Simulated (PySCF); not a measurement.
# W₂Te: structure of the singlet

Aim: relax W₂Te as a singlet from a bent start, check by its vibrations whether the end is a minimum, and collect its spectrum and constants.

The runs use PySCF 2.14.0; PBE0, basis Te def2-SVP with ECP28, W def2-SVP with ECP60, scalar-relativistic core potentials, no spin–orbit coupling, density fitting.

## 1. The system as given

3 atoms, charge 0, spin multiplicity 1.

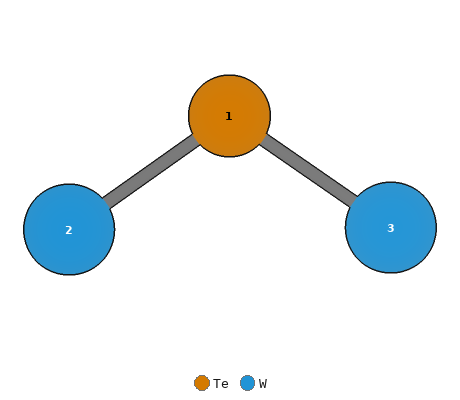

The starting geometry (tellurium orange, tungsten blue); atoms are numbered from 1 in the order of the file.

```xyz
3
charge 0 multiplicity 1
Te    0.0000    0.0000   -1.1573
W     2.2363    0.0000    0.4086
W    -2.2363    0.0000    0.4086
```

## 2. Bent start, singlet: relaxation

The steps below are one call of a driver around PySCF. For each, scf.py gives the equivalent set-up of the SCF; relaxations use the driver's own optimiser. Before each start the driver seeks the lowest SCF state from one or more starting densities and follows internal instabilities, so scf.py alone need not reach the same state.

The program finds C2v symmetry in the start, which this walk keeps.

File scf.py:

```python
from pyscf import gto, scf, dft
mol = gto.M(atom='''
Te     0.000000     0.000000    -1.157268
W      2.236300    -0.000000     0.408632
W     -2.236300     0.000000     0.408632''',
    basis={'Te': 'def2-SVP', 'W': 'def2-SVP'},
    ecp={'Te': 'def2-SVP', 'W': 'def2-SVP'},
    charge=0, spin=0)
mf = dft.RKS(mol, xc='PBE0')
mf.grids.atom_grid = (50, 194)
aux = {'Te': 'def2-universal-JKFIT', 'W': 'def2-universal-JKFIT'}
mf = mf.density_fit(auxbasis=aux)
mf.kernel()
```

The optimiser's trace:

```
step  energy (Eh)  change (kJ/mol)  largest symmetric gradient (Eh/bohr)
   0  -401.780193             0.00                               0.02684
   1  -401.787246           -18.52                               0.01860
   2  -401.794570           -37.75                               0.02534
   3  -401.813922           -88.55                               0.03114
   4  -401.858872          -206.57                               0.04437
   5  -401.913750          -350.65                               0.03846
   6  -402.045764          -697.26                               0.06225
   7  -402.032997          -663.74                               0.17911
   8  -402.054557          -720.34                               0.01660
   9  -402.055200          -722.03                               0.00482
  10  -402.055227          -722.10                               0.00028
  11  -402.055227          -722.10                               0.00002
```

The walk took 62 s on 4 threads, shared host.

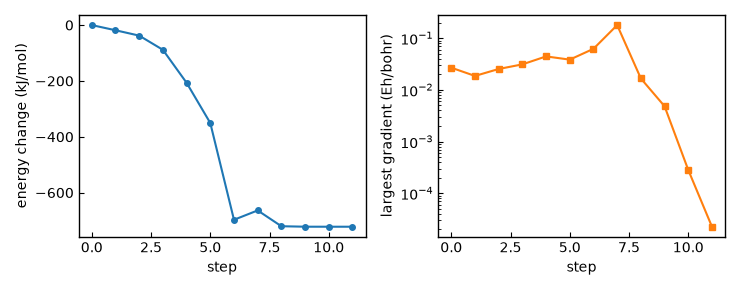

Energy and largest gradient along the walk.

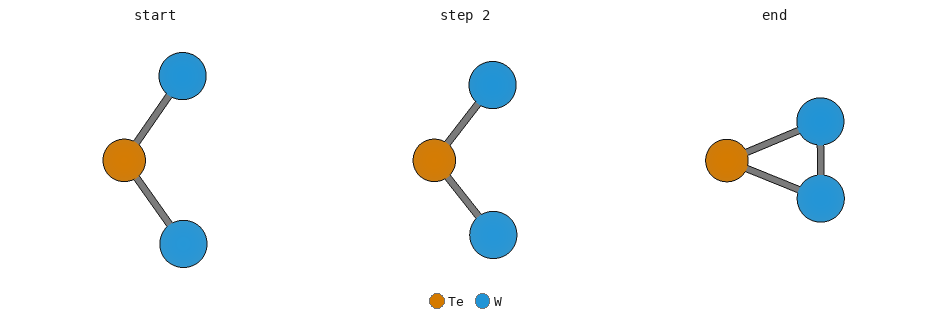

The geometry along the walk, at one scale.

After 11 steps and 722.1 kJ/mol it ends at C2v: Te–W 2.698 Å (×2), W–W 2.055 Å; Te–W–W 67.6° (×2), W–Te–W 44.8°.

## 3. Frequencies

The point is checked on the finer grid, and tightened if its gradient asks for it. The Hessian and the dipole derivatives come from central differences of analytic gradients, with steps of 0.01 bohr.

scf.py, as its differences from that of step 2:

```diff
@@ -3,3 +3,3 @@
-Te     0.000000     0.000000    -1.157268
-W      2.236300    -0.000000     0.408632
-W     -2.236300     0.000000     0.408632''',
+Te    -0.000000    -0.000000    -1.844562
+W      1.027509    -0.000000     0.651396
+W     -1.027509     0.000000     0.651396''',
@@ -10 +10 @@
-mf.grids.atom_grid = (50, 194)
+mf.grids.atom_grid = (75, 302)
```

The driver hands on the density of the step before, so the log starts near convergence.

Log of the central SCF (cycles and frontier levels):

```text
init E= -402.055406900286
  HOMO = -0.163160954951699  LUMO = -0.0994896562604959  gap/eV = 1.73258
cycle= 1 E= -402.055406899872  delta_E= 4.15e-10  |g|= 3.81e-05  |ddm|= 8.39e-05
  HOMO = -0.163162229266354  LUMO = -0.0994950813729671  gap/eV = 1.73247
cycle= 2 E= -402.05540689542  delta_E= 4.45e-09  |g|= 0.000138  |ddm|= 0.000214
  HOMO = -0.163161643955128  LUMO = -0.0994925726222915  gap/eV = 1.73252
cycle= 3 E= -402.055406897003  delta_E= -1.58e-09  |g|= 0.000128  |ddm|= 0.000186
  HOMO = -0.163161344839592  LUMO = -0.0994912982582994  gap/eV = 1.73255
cycle= 4 E= -402.055406900376  delta_E= -3.37e-09  |g|= 3.31e-07  |ddm|= 9.86e-05
  HOMO = -0.163161337018454  LUMO = -0.0994912880380081  gap/eV = 1.73255
cycle= 5 E= -402.055406900375  delta_E= 1.48e-12  |g|= 7.04e-08  |ddm|= 4.9e-07
  HOMO = -0.163161353621707  LUMO = -0.0994912987126817  gap/eV = 1.73255
Extra cycle  E= -402.055406900378  delta_E= -2.84e-12  |g|= 8.77e-08  |ddm|= 3.16e-07
converged SCF energy = -402.055406900378
```

The whole step took 42 s.

Geometry: C2v; Te–W 2.699 Å (×2), W–W 2.055 Å; Te–W–W 67.6° (×2), W–Te–W 44.8°.

Modes, for the most abundant isotopes:

| symmetry | ω (cm⁻¹) | IR (km/mol) | μ (u) |
| --- | --- | --- | --- |
| b2 | 87 | 0.4 | 164.09 |
| a1 | 209 | 4.3 | 140.96 |
| a1 | 388 | 0.2 | 183.50 |

No imaginary mode, so this is a minimum.

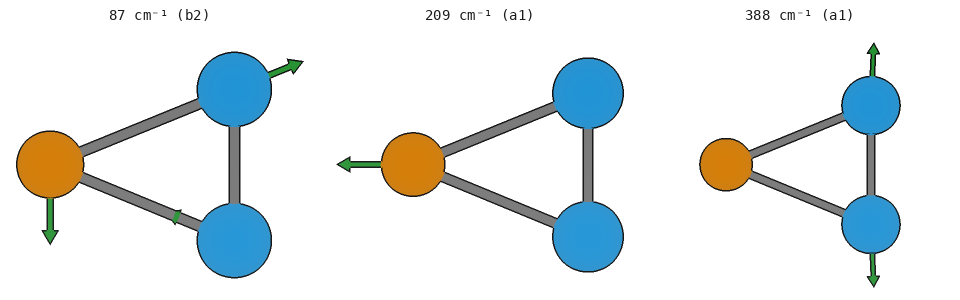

How the atoms move in 3 of the modes.

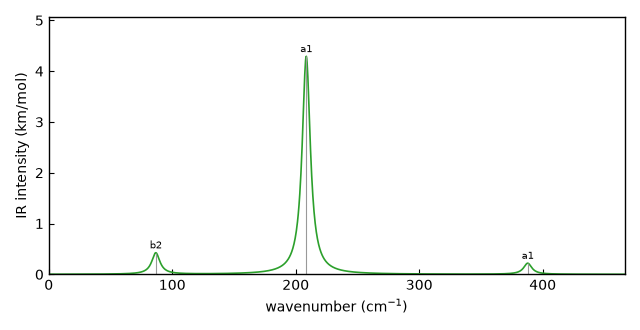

The harmonic infrared spectrum (widths in cm⁻¹). Lines are broadened to a width of 8 cm⁻¹ (Lorentzian).

Constants and moments:

```
Dipole moment                                                   : 3.77 D
Highest occupied level                                          : -4.44 eV
Lowest empty level                                              : -2.71 eV
Rotational constants                                            : 0.0434, 0.02819, 0.01709 cm⁻¹
Zero-point energy                                               : 4.1 kJ/mol
Principal polarisabilities                                      : 112.2, 144.2, 151.9 bohr³
Atomisation energy without zero-point energy                    : 709 kJ/mol
Principal traceless quadrupole moments about the centre of mass : -11.66, -2.09, 13.74 D Å
Entropy at 298.15 K and 1 bar                                   : 337.5 J/(mol K)
Heat capacity Cp at 298.15 K                                    : 55.4 J/(mol K)
Enthalpy at 298.15 K above 0 K                                  : 14.19 kJ/mol
Rotational symmetry number                                      : 2
```

Charges (e) and bond orders:

| atom | Mulliken | Löwdin | polar tensor | Mayer order to Te1 |
| --- | --- | --- | --- | --- |
| Te1 | -0.30 | 0.27 | -0.42 | – |
| W2,3 | 0.15 | -0.14 | 0.21 | 1.12 |

Outer orbital energies (eV). occupied: -8.89, -7.91, -7.46, -7.30, -7.13, -6.70, -5.83, -4.44; empty: -2.71, -2.38, -2.28, -1.84.

Mulliken populations on Te1 (outside its core potential): s 3.95, p 10.27, d 10.08.

## 4. Stability of the closed shell

At the lowest minimum the closed shell is tested against spin polarisation, on the (50, 194) grid. It is unstable: an open-shell solution lies lower. That solution was not followed to a minimum here.

## 5. Summary of results

| quantity | value |
| --- | --- |
| minimum | singlet, C2v (closed shell, unstable towards spin polarisation) |
| geometry | Te–W 2.699 Å (×2), W–W 2.055 Å; Te–W–W 67.6° (×2), W–Te–W 44.8° |
| wavenumbers (cm⁻¹) | 87 (b2), 209 (a1), 388 (a1) |
| dipole moment | 3.77 D |
| highest occupied, lowest empty level | -4.44, -2.71 eV |
| polar-tensor charge of Te1 | -0.42 e |
| zero-point energy | 4.1 kJ/mol |

What this shows: The molecule stays C2v, as typed, and the end point is a minimum. In the infrared the band at 209 cm⁻¹ (a1) leads. Only this shape and spin were tried, so other structures or states may lie lower. Take wavenumbers under 90 cm⁻¹ as rough. The closed shell proved unstable towards spin polarisation, so a lower open-shell solution exists. Spin–orbit coupling, left out here, can matter for elements this heavy.

The search up to here took 2 min.
